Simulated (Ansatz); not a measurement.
## Geometry relaxation, with input and output: MgC₁₈ (part 3 of 3)

MgC₁₈ (slab, 19 atoms in the cell); DFT PBE, scalar-relativistic, plane waves, PAW, no spin polarisation (Ansatz 0.2.0); cutoff 420 eV, 2×2×1 k-mesh, Gaussian smearing of 0.05 eV. It belongs to a series of runs on one base structure; here: end point A relaxed.

Geometry of the input (Å; fractional positions):
```
7.3980  0.0000  0.0000
-3.6990  6.4069  0.0000
0.0000  0.0000  11.0000
C  0.0000  0.0000  0.0909
C  0.2222  0.1111  0.0909
C  0.0000  0.3333  0.0909
C  0.2222  0.4444  0.0909
C  -0.0000  0.6667  0.0909
C  0.2222  0.7778  0.0909
C  0.3333  0.0000  0.0909
C  0.5556  0.1111  0.0909
C  0.3333  0.3333  0.0909
C  0.5556  0.4444  0.0909
C  0.3333  0.6667  0.0909
C  0.5556  0.7778  0.0909
C  0.6667  0.0000  0.0909
C  0.8889  0.1111  0.0909
C  0.6667  0.3333  0.0909
C  0.8889  0.4444  0.0909
C  0.6667  0.6667  0.0909
C  0.8889  0.7778  0.0909
Mg 0.5022  0.3661  0.2864
```

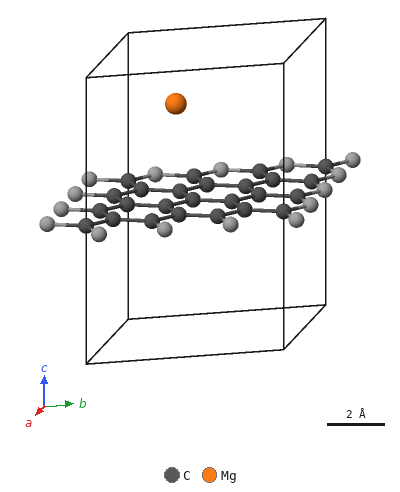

Fig. 1: The geometry at step 8 of the log (ball-and-stick view of the cell of the calculation, with the vacuum cut short, seen slightly off an axis; neighbours outside the cell are drawn fainter).

Trajectory as extended XYZ, continued
```
19
Lattice="7.3980 0.0000 0.0000 -3.6990 6.4069 0.0000 0.0000 0.0000 11.0000" Properties=species:S:1:pos:R:3:forces:R:3 step=3 energy=-6438.51256
C    -0.0053    0.0043    0.9890    0.0223  -0.1686  -0.0059
C     1.2311    0.7134    0.9909    0.0811   0.1788  -0.0194
C    -1.2350    2.1399    0.9840   -0.0769  -0.0324  -0.0047
C    -0.0064    2.8590    0.9843    0.1267   0.0531  -0.0112
C    -2.4648    4.2775    0.9873   -0.0254  -0.0922  -0.0163
C    -1.2344    4.9873    0.9864    0.0233   0.1141   0.0292
C     2.4646    0.0007    0.9852   -0.0843  -0.0478  -0.0218
C     3.7008    0.7149    0.9902    0.0409   0.2181  -0.0212
C     1.2263    2.1398    0.9934    0.0163  -0.0637  -0.0639
C     2.4657    2.8589    0.9867    0.0132   0.1179  -0.1345
C    -0.0033    4.2770    0.9875   -0.0430  -0.1446  -0.0176
C     1.2317    4.9922    0.9834    0.1095   0.1104  -0.0163
C     4.9353    0.0054    0.9893   -0.0790  -0.1196   0.0008
C     6.1639    0.7180    0.9883    0.0169   0.0991  -0.0065
C     3.7041    2.1386    0.9943   -0.0983  -0.1101  -0.0538
C     4.9371    2.8580    0.9870    0.0154   0.0087  -0.0118
C     2.4644    4.2851    0.9716   -0.0713  -0.2167   0.0037
C     3.7001    4.9927    0.9818    0.0089   0.1631  -0.0135
Mg    2.3766    2.2306    3.3893    0.0039  -0.0676   0.3850
19
Lattice="7.3980 0.0000 0.0000 -3.6990 6.4069 0.0000 0.0000 0.0000 11.0000" Properties=species:S:1:pos:R:3:forces:R:3 step=5 energy=-6438.66357
C    -0.0038   -0.0018    0.9620    0.0509   0.1899  -0.0188
C     1.2369    0.7225    0.9624   -0.1491  -0.1651  -0.0162
C    -1.2379    2.1338    0.9541    0.1218   0.2136   0.0059
C     0.0006    2.8595    0.9595   -0.0992  -0.1207   0.0193
C    -2.4674    4.2721    0.9681    0.0467   0.0643  -0.0192
C    -1.2333    4.9940    0.9690    0.0457  -0.1354  -0.0045
C     2.4610    0.0010    0.9598    0.1413   0.0701   0.0051
C     3.7017    0.7254    0.9601   -0.0503  -0.2677   0.0042
C     1.2284    2.1353    0.9775    0.0134   0.1358  -0.0423
C     2.4668    2.8620    0.9916    0.0396  -0.1527  -0.2017
C    -0.0030    4.2694    0.9686   -0.0135   0.1826  -0.0271
C     1.2370    4.9947    0.9629   -0.1105  -0.0763  -0.0153
C     4.9321    0.0011    0.9637   -0.0298   0.0707  -0.0088
C     6.1651    0.7230    0.9632    0.0350  -0.1955  -0.0143
C     3.6994    2.1329    0.9684    0.0223   0.2536  -0.0351
C     4.9372    2.8576    0.9584   -0.0864  -0.0453  -0.0063
C     2.4617    4.2740    0.9570    0.1179   0.1596   0.0443
C     3.7021    4.9968    0.9598   -0.0883  -0.1688  -0.0023
Mg    2.3677    2.2403    3.7839   -0.0069  -0.0122   0.3382
19
Lattice="7.3980 0.0000 0.0000 -3.6990 6.4069 0.0000 0.0000 0.0000 11.0000" Properties=species:S:1:pos:R:3:forces:R:3 step=6 energy=-6438.72824
C    -0.0025   -0.0015    0.9525   -0.0274   0.0927  -0.0102
C     1.2365    0.7226    0.9484   -0.0308  -0.0456   0.0180
C    -1.2359    2.1376    0.9478    0.0202  -0.0918   0.0027
C     0.0018    2.8604    0.9517   -0.0527  -0.0905   0.0034
C    -2.4678    4.2704    0.9600    0.0266   0.1365  -0.0314
C    -1.2300    4.9935    0.9632   -0.0705  -0.0711  -0.0268
C     2.4636   -0.0008    0.9510   -0.0072   0.0738  -0.0052
C     3.7005    0.7226    0.9489    0.0021   0.0229  -0.0028
C     1.2299    2.1363    0.9600   -0.0349  -0.0222  -0.0290
C     2.4690    2.8609    0.9690   -0.0372  -0.0602  -0.1679
C    -0.0035    4.2706    0.9598    0.0419   0.0777  -0.0163
C     1.2355    4.9947    0.9538   -0.0003  -0.0999   0.0024
C     4.9289   -0.0019    0.9565    0.1177   0.1477  -0.0215
C     6.1676    0.7219    0.9565   -0.0533   0.0207  -0.0330
C     3.6965    2.1364    0.9480    0.1118  -0.0659   0.0236
C     4.9351    2.8602    0.9470    0.0000  -0.1201   0.0043
C     2.4633    4.2718    0.9474    0.0197   0.1749   0.0339
C     3.7016    4.9948    0.9517   -0.0213  -0.0721  -0.0057
Mg    2.3623    2.2430    3.9768   -0.0043  -0.0076   0.2672
19
Lattice="7.3980 0.0000 0.0000 -3.6990 6.4069 0.0000 0.0000 0.0000 11.0000" Properties=species:S:1:pos:R:3:forces:R:3 step=7 energy=-6438.77790
C    -0.0022    0.0005    0.9433   -0.0468   0.0046  -0.0065
C     1.2361    0.7239    0.9393   -0.0155   0.0248   0.0072
C    -1.2357    2.1384    0.9390   -0.0048  -0.1218   0.0069
C     0.0019    2.8604    0.9413   -0.0130   0.0003   0.0004
C    -2.4678    4.2722    0.9491   -0.0217   0.0189  -0.0343
C    -1.2304    4.9946    0.9523   -0.0136   0.0141  -0.0161
C     2.4635    0.0015    0.9426   -0.0120  -0.0240  -0.0048
C     3.7003    0.7242    0.9402    0.0384   0.0341  -0.0132
C     1.2306    2.1378    0.9430   -0.0581  -0.0753  -0.0177
C     2.4686    2.8607    0.9455    0.0043   0.0228  -0.0911
C    -0.0031    4.2721    0.9497    0.0096   0.0042  -0.0235
C     1.2356    4.9950    0.9450   -0.0063   0.0176  -0.0103
C     4.9291    0.0004    0.9467    0.0394   0.0255  -0.0149
C     6.1673    0.7229    0.9455    0.0002   0.0756  -0.0249
C     3.6963    2.1377    0.9349    0.0479  -0.0862   0.0278
C     4.9345    2.8601    0.9378    0.0271   0.0060   0.0021
C     2.4635    4.2730    0.9362   -0.0013   0.0489   0.0345
C     3.7011    4.9953    0.9426    0.0284   0.0153  -0.0111
Mg    2.3631    2.2224    4.1757   -0.0020  -0.0048   0.1856
19
Lattice="7.3980 0.0000 0.0000 -3.6990 6.4069 0.0000 0.0000 0.0000 11.0000" Properties=species:S:1:pos:R:3:forces:R:3 step=8 energy=-6438.80927
C    -0.0029    0.0010    0.9336   -0.0009   0.0237  -0.0009
C     1.2348    0.7247    0.9306    0.0404  -0.0459  -0.0077
C    -1.2355    2.1366    0.9316    0.0026  -0.0015  -0.0045
C     0.0018    2.8601    0.9310   -0.0026   0.0246  -0.0071
C    -2.4681    4.2722    0.9355   -0.0156   0.0215  -0.0075
C    -1.2302    4.9959    0.9383   -0.0292  -0.0326  -0.0134
C     2.4635    0.0003    0.9332   -0.0017   0.0780  -0.0078
C     3.7022    0.7244    0.9309   -0.0653  -0.0081  -0.0031
C     1.2294    2.1363    0.9283    0.0310   0.0327  -0.0084
C     2.4688    2.8607    0.9266   -0.0179   0.0015   0.0049
C    -0.0034    4.2724    0.9362    0.0599  -0.0014  -0.0084
C     1.2356    4.9971    0.9346   -0.0274  -0.0796  -0.0048
C     4.9292    0.0008    0.9353    0.0556   0.0431  -0.0053
C     6.1677    0.7246    0.9343   -0.0243  -0.0128  -0.0060
C     3.6972    2.1365    0.9268    0.0085   0.0140  -0.0093
C     4.9353    2.8604    0.9299   -0.0226  -0.0049   0.0006
C     2.4636    4.2734    0.9296   -0.0015   0.0008  -0.0227
C     3.7015    4.9967    0.9331    0.0112  -0.0491  -0.0031
Mg    2.3620    2.2193    4.3707   -0.0004  -0.0041   0.1137
19
Lattice="7.3980 0.0000 0.0000 -3.6990 6.4069 0.0000 0.0000 0.0000 11.0000" Properties=species:S:1:pos:R:3:forces:R:3 step=9 energy=-6438.82554
C    -0.0021    0.0011    0.9238    0.0068  -0.0030  -0.0058
C     1.2369    0.7255    0.9212   -0.1138   0.0307  -0.0145
C    -1.2358    2.1376    0.9226    0.0123   0.0247  -0.0083
C     0.0035    2.8623    0.9200   -0.0632  -0.1134  -0.0108
C    -2.4699    4.2722    0.9234    0.1160   0.0614   0.0022
C    -1.2308    4.9967    0.9242    0.0030  -0.0144   0.0101
C     2.4632    0.0031    0.9231    0.0218  -0.1166  -0.0139
C     3.6997    0.7259    0.9221    0.1011   0.0081  -0.0107
C     1.2318    2.1387    0.9153   -0.0781  -0.0728   0.0163
C     2.4682    2.8616    0.9134    0.0021  -0.0384   0.0248
C    -0.0012    4.2720    0.9231   -0.1126   0.0797  -0.0048
C     1.2351    4.9944    0.9231    0.0481   0.1113  -0.0115
C     4.9291    0.0012    0.9240   -0.0118  -0.0092   0.0037
C     6.1674    0.7252    0.9235   -0.0030  -0.0086   0.0028
C     3.6951    2.1386    0.9178    0.0836  -0.0639  -0.0038
C     4.9332    2.8620    0.9218    0.0449  -0.0994  -0.0150
C     2.4632    4.2709    0.9187    0.0201   0.1361  -0.0130
C     3.7019    4.9948    0.9230   -0.0773   0.0906  -0.0090
Mg    2.3637    2.2096    4.5658    0.0000  -0.0028   0.0599
19
Lattice="7.3980 0.0000 0.0000 -3.6990 6.4069 0.0000 0.0000 0.0000 11.0000" Properties=species:S:1:pos:R:3:forces:R:3 step=11 energy=-6438.83819
C    -0.0027    0.0029    0.9028   -0.0002  -0.0050   0.0010
C     1.2345    0.7264    0.9025    0.0167  -0.0034   0.0002
C    -1.2356    2.1384    0.9024    0.0014  -0.0031   0.0003
C     0.0017    2.8620    0.9022    0.0002   0.0155  -0.0026
C    -2.4685    4.2740    0.9029   -0.0050  -0.0064   0.0016
C    -1.2311    4.9977    0.9037   -0.0073   0.0019  -0.0044
C     2.4635    0.0025    0.9031   -0.0008   0.0122  -0.0008
C     3.7011    0.7264    0.9027   -0.0195   0.0028   0.0013
C     1.2302    2.1382    0.9021    0.0075   0.0034  -0.0045
C     2.4679    2.8620    0.9016   -0.0054   0.0137   0.0047
C    -0.0028    4.2741    0.9029    0.0151  -0.0117   0.0032
C     1.2348    4.9980    0.9028   -0.0036  -0.0105   0.0038
C     4.9295    0.0028    0.9033    0.0104  -0.0020  -0.0020
C     6.1669    0.7266    0.9031   -0.0074  -0.0006  -0.0007
C     3.6966    2.1383    0.9020    0.0014  -0.0013  -0.0052
C     4.9340    2.8620    0.9021   -0.0050   0.0125   0.0005
C     2.4635    4.2742    0.9025   -0.0007  -0.0093  -0.0105
C     3.7008    4.9980    0.9027    0.0023  -0.0075   0.0023
Mg    2.3679    2.1888    4.9026    0.0001  -0.0012   0.0109
19
Lattice="7.3980 0.0000 0.0000 -3.6990 6.4069 0.0000 0.0000 0.0000 11.0000" Properties=species:S:1:pos:R:3:forces:R:3 step=12 energy=-6438.83898
C    -0.0027    0.0032    0.8972    0.0038  -0.0017  -0.0014
C     1.2347    0.7271    0.8969   -0.0027   0.0005  -0.0025
C    -1.2356    2.1389    0.8968    0.0009  -0.0045  -0.0032
C     0.0016    2.8628    0.8963   -0.0026   0.0030   0.0013
C    -2.4686    4.2745    0.8973    0.0041   0.0014  -0.0013
C    -1.2313    4.9983    0.8972   -0.0064  -0.0002   0.0083
C     2.4635    0.0032    0.8973    0.0004   0.0000  -0.0013
C     3.7006    0.7270    0.8972   -0.0020   0.0062  -0.0042
C     1.2303    2.1389    0.8958    0.0026  -0.0014   0.0059
C     2.4677    2.8628    0.8961   -0.0061   0.0018  -0.0080
C    -0.0026    4.2745    0.8974    0.0052  -0.0037  -0.0042
C     1.2347    4.9984    0.8974   -0.0038  -0.0015  -0.0068
C     4.9294    0.0032    0.8972    0.0063   0.0032   0.0040
C     6.1667    0.7271    0.8969   -0.0060   0.0035   0.0020
C     3.6964    2.1389    0.8961    0.0070  -0.0065   0.0052
C     4.9337    2.8628    0.8967   -0.0019  -0.0014  -0.0026
C     2.4634    4.2746    0.8957    0.0011  -0.0012   0.0101
C     3.7006    4.9983    0.8972    0.0002   0.0035  -0.0050
Mg    2.3696    2.1788    5.0074    0.0001  -0.0009   0.0033
19
Lattice="7.3980 0.0000 0.0000 -3.6990 6.4069 0.0000 0.0000 0.0000 11.0000" Properties=species:S:1:pos:R:3:forces:R:3 step=13 energy=-6438.83908
C    -0.0026    0.0037    0.8938    0.0039  -0.0027   0.0012
C     1.2345    0.7276    0.8936   -0.0059   0.0012   0.0024
C    -1.2356    2.1393    0.8934    0.0040   0.0016   0.0059
C     0.0015    2.8633    0.8935   -0.0040  -0.0009  -0.0042
C    -2.4686    4.2750    0.8939    0.0055  -0.0005   0.0031
C    -1.2315    4.9988    0.8950   -0.0029   0.0022  -0.0135
C     2.4634    0.0038    0.8940    0.0044  -0.0053   0.0021
C     3.7005    0.7277    0.8937   -0.0011  -0.0006   0.0060
C     1.2304    2.1394    0.8936    0.0022  -0.0010  -0.0091
C     2.4675    2.8633    0.8925   -0.0030   0.0013   0.0168
C    -0.0026    4.2749    0.8936    0.0010   0.0007   0.0072
C     1.2345    4.9989    0.8934   -0.0016   0.0046   0.0114
C     4.9295    0.0038    0.8945    0.0020  -0.0036  -0.0070
C     6.1665    0.7277    0.8943   -0.0033  -0.0008  -0.0027
C     3.6965    2.1394    0.8936    0.0043   0.0000  -0.0109
C     4.9336    2.8633    0.8933   -0.0035   0.0003   0.0021
C     2.4634    4.2750    0.8940    0.0043   0.0014  -0.0194
C     3.7006    4.9989    0.8935   -0.0064   0.0029   0.0081
Mg    2.3709    2.1696    5.0626    0.0001  -0.0008   0.0004
```

Results in brief

```json
{"quantity": "outcome", "value": "converged"}
{"quantity": "electrons treated", "value": "82"}
{"quantity": "free energy", "value": "−6438.8391 eV"}
{"quantity": "Fermi energy", "value": "−0.360 eV"}
{"quantity": "final volume", "value": "521.38 Å³"}
{"quantity": "largest force (length of the vector) at the end", "value": "0.020 eV/Å"}
{"quantity": "hardware", "value": "1 thread of Arm Neoverse V2, 24 GiB of memory available, shared host"}
{"quantity": "wall time", "value": "80 s"}
{"quantity": "peak memory", "value": "0.61 GiB"}
```

Notes

Warnings of the run: the exchange-correlation potential is rough where the density is thin. The k-point mesh is coarse for a cell of this size, so the results may not be converged.
